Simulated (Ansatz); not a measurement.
ClH₆Si₃···H₃Si···H···F

```yaml
atoms:
  - { symbol: Si, position_ang: [-0.2270, 0.5861, 0.0475] }
  - { symbol: Si, position_ang: [2.1901, -0.2826, 0.5480] }
  - { symbol: Si, position_ang: [-0.3141, -0.1382, -2.1734] }
  - { symbol: Si, position_ang: [-2.2760, 0.1577, 1.1119] }
  - { symbol: Cl, position_ang: [0.0909, 2.6316, 0.1352] }
  - { symbol: H, position_ang: [0.5459, -0.4197, 1.3322] }
  - { symbol: F, position_ang: [1.2082, -1.1447, 1.9985] }
  - { symbol: H, position_ang: [3.1630, 0.1588, 1.5701] }
  - { symbol: H, position_ang: [2.4224, -1.5796, -0.1222] }
  - { symbol: H, position_ang: [2.3564, 0.7450, -0.5351] }
  - { symbol: H, position_ang: [-1.4143, 0.5824, -2.8666] }
  - { symbol: H, position_ang: [0.9733, 0.1244, -2.8656] }
  - { symbol: H, position_ang: [-0.6026, -1.5978, -2.1750] }
  - { symbol: H, position_ang: [-2.5329, -1.3058, 1.0589] }
  - { symbol: H, position_ang: [-2.2136, 0.6042, 2.5277] }
  - { symbol: H, position_ang: [-3.3697, 0.8781, 0.4079] }
```

A transition-state structure; geometry: PBE0-D4/def2-TZVP.

The calculation used RKS PBE0-D4/def2-TZVPP (Ansatz).

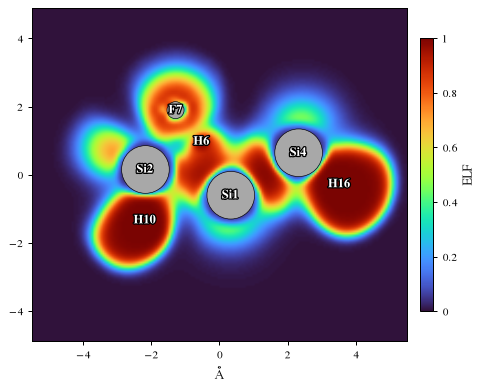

Figure 1. ELF on the plane of atoms Si1, Si4 and H16. Grey discs cover the atomic cores.

Q: Describe what can be read from this map.

A: The plane passes through Si, H and F nuclei. F7···H6 (1.19 Å): the ELF climbs to about 0.95 towards the hydrogen, as it does in any bond to H. Si–Si (2.35 Å): the ELF peaks at about 1 between the atoms, as expected for a covalent bond. Si–H (1.50 Å): the ELF climbs to about 1 towards the hydrogen.

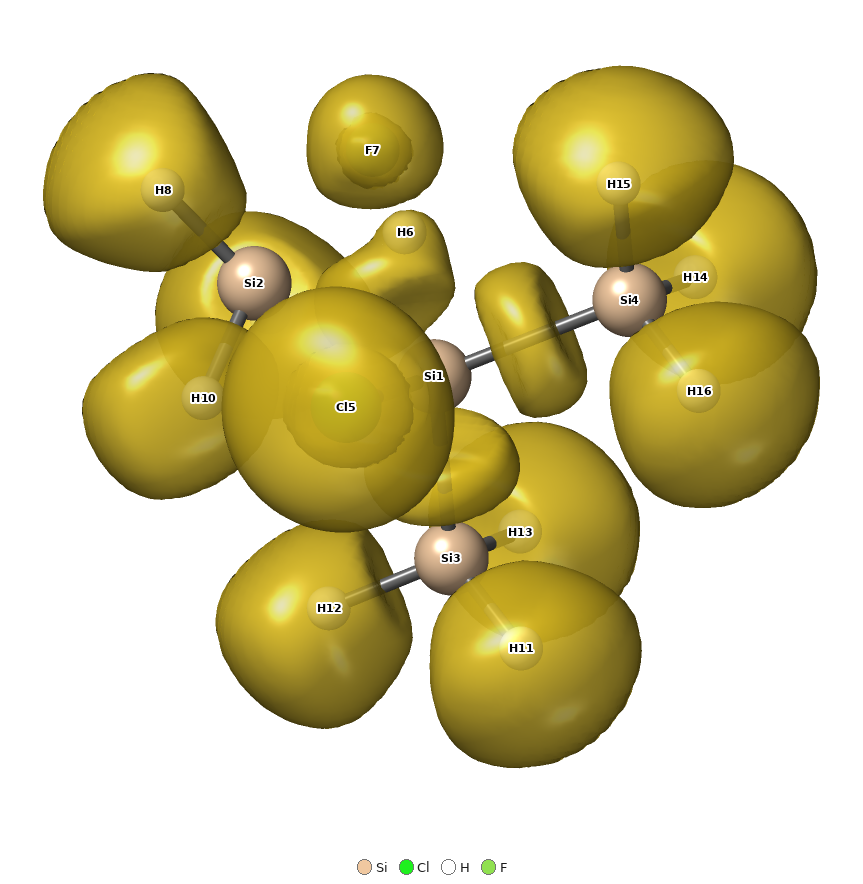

Figure 2. Isosurface of the electron localisation function at 0.75 (yellow), seen at a tilt. Only the valence region is drawn (cores and ρ < 0.01 e/Å³ removed).

Q: Where are the electrons localised?

A: At this value the surface marks out two regions between bonded Si–Si atoms (shared pairs), nine regions around hydrogen nuclei, one region on Cl in which the atom's valence shell and bonds are merged, one region wrapped around F (its valence shell) and one joined region spread over several atoms (H, Si), in which their bonds and any lone pairs are merged.


 Si–Cl (2.07 Å): the ELF peaks at about 0.85 between the atoms; a polar covalent bond.

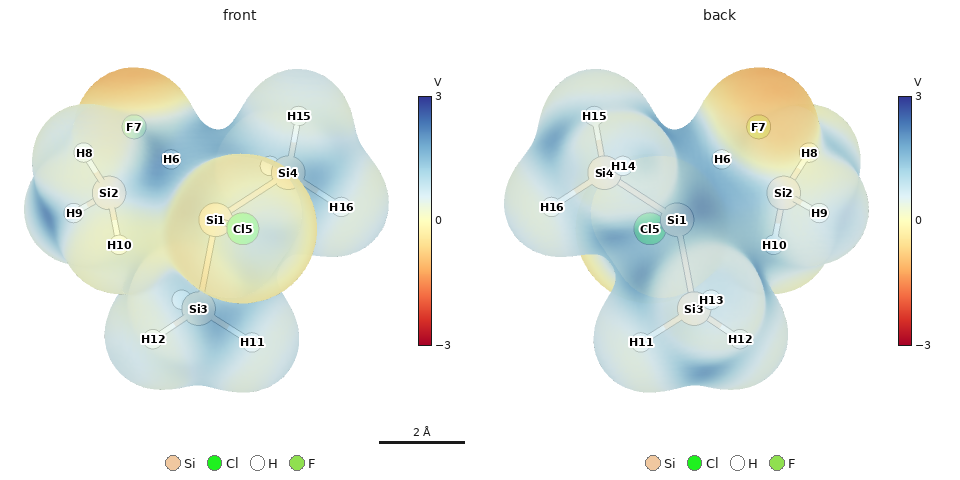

Figure 3. The electrostatic potential painted on the density surface at 0.004 e/bohr³, seen from the front and from behind; red is negative and blue positive.

Q: Describe the electrostatic potential map.

A: The most negative region (about −1.0 V) lies over F7, the most positive (about +2.0 V) over Si1 and Si2. Cl5 shows a σ-hole: about +0.5 V at the tip opposite its bond, against about −0.1 V on its flanks.

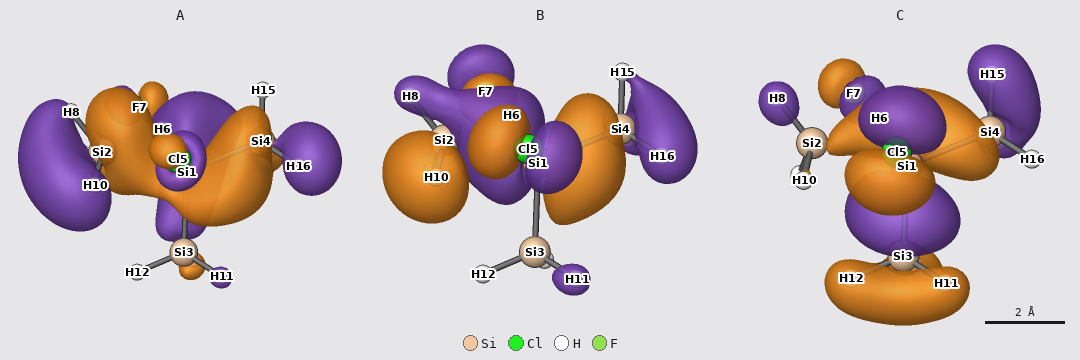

Figure 4. Three frontier orbitals at ±0.06 Å⁻³ᐟ² (orange and purple are the two phases), in no order.

Q: Which picture is the HOMO−1, the HOMO and the LUMO?

A: C is the HOMO−1 (−8.01 eV). By Hirshfeld shares it lies mainly on Si1 (about 25 %), Si3 (about 25 %), Cl5 (about 20 %) and Si4 (about 10 %). B is the HOMO (−7.59 eV). By Hirshfeld shares it lies mainly on Si1 (about 25 %), Si2 (about 15 %), Si4 (about 15 %), F7 (about 15 %), H10 (about 10 %) and Cl5 (about 10 %). A is the LUMO (−1.52 eV). It lies mainly on Si2 (about 30 %), Si1 (about 25 %), Si4 (about 15 %) and H6 (about 5 %).

Q: What is the HOMO–LUMO gap?

A: 6.07 eV between the orbital energies.
